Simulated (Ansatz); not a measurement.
System: ClH₂Sn···H₂ (doublet).

```yaml
atoms:
  - { symbol: Sn, position_ang: [0.0047, 0.0077, -0.4177] }
  - { symbol: H, position_ang: [0.0050, 0.0086, 3.0429] }
  - { symbol: H, position_ang: [1.6221, -0.0779, -1.0969] }
  - { symbol: H, position_ang: [-0.8778, 1.3655, -1.0979] }
  - { symbol: Cl, position_ang: [-1.1155, -1.9330, -1.2596] }
  - { symbol: H, position_ang: [0.0476, 0.0822, 3.8079] }
```

Core potentials replace the inner electrons of Sn.

The calculation used UKS PBE/def2-SVP (Ansatz 0.2.0).

### Predict the electron density, electron localisation function and spin density between the atoms.

Sn–Cl (2.39 Å): ρ at the midpoint is about 0.49 e/Å³; the ELF peaks at about 0.80 in the valence shell of Cl, 0.8 Å from its nucleus, and drops to about 0.15 between the two atoms.
Sn–H (1.76 Å): ρ is about 1 e/Å³ halfway; the ELF climbs to about 1 towards the hydrogen.
The unpaired spin (1 electron) lies mostly on Sn1 (about 0.7), Cl5 (about 0.1), H3 (about 0.1) and H4 (about 0.1), in electrons by Hirshfeld's partition.

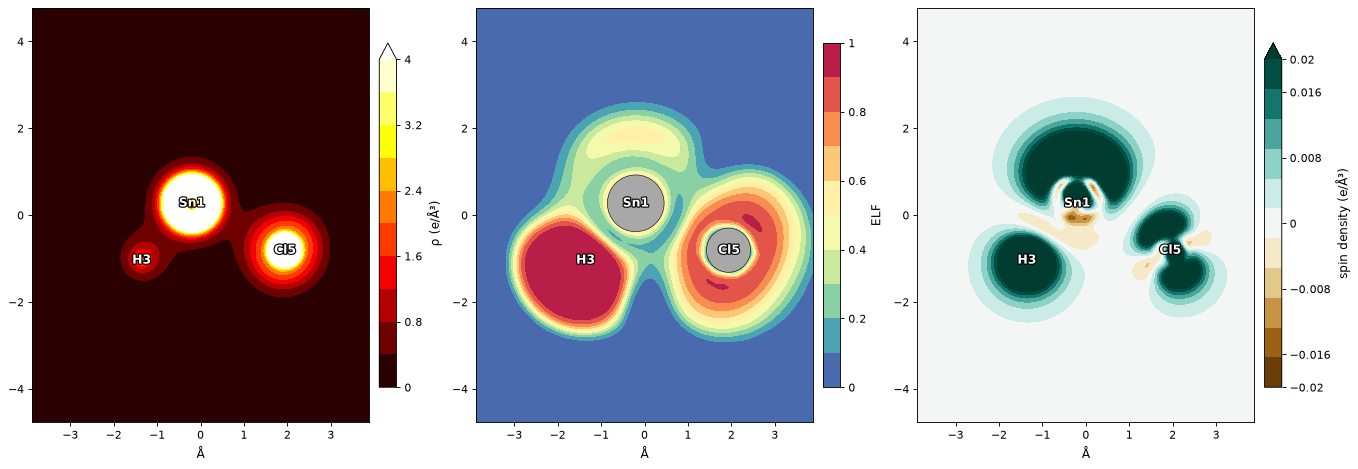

Computed electron density, electron localisation function and spin density on the plane of atoms H3, Sn1 and Cl5, in this order. Grey discs cover the atomic cores in the ELF map. 
